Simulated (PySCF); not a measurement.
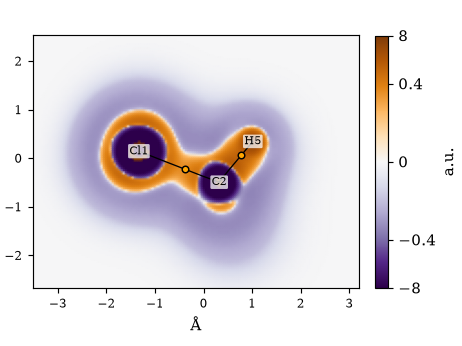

*CH₂Cl₂, SMILES `ClCCl`. Negative Laplacian of the density (−∇²ρ) in the plane of Cl1, C2 and H5 (orange positive, purple negative, colour scale in a.u., logarithmic beyond ±0.04), with bond paths and bond critical points (dots).*

PySCF calculation, PBE0/def2-TZVP, gas phase; geometry: GFN2-xTB. No frequency check shows the geometry to be a minimum. GFN2-xTB bond lengths at metals and heavier atoms can be off by up to 0.1 Å and shapes distorted, which carries into these values.

Question: Sort the bonds in the plane by the sign of ∇²ρ at their critical points.

Answer: Concentrated (∇²ρ < 0): C2–H5 (−1.06 a.u.); Cl1–C2 (−0.27 a.u.). At none is it depleted.

Question: Where along C2–H5 does the critical point lie?

Answer: 0.72 Å from C2 and 0.37 Å from H5.

The PySCF run took 8.8 s on 1 thread of Intel(R) Xeon(R) Platinum 8259CL CPU @ 2.50GHz (Skylake/Cascade Lake), with other jobs on the host, peak memory 0.46 GiB.
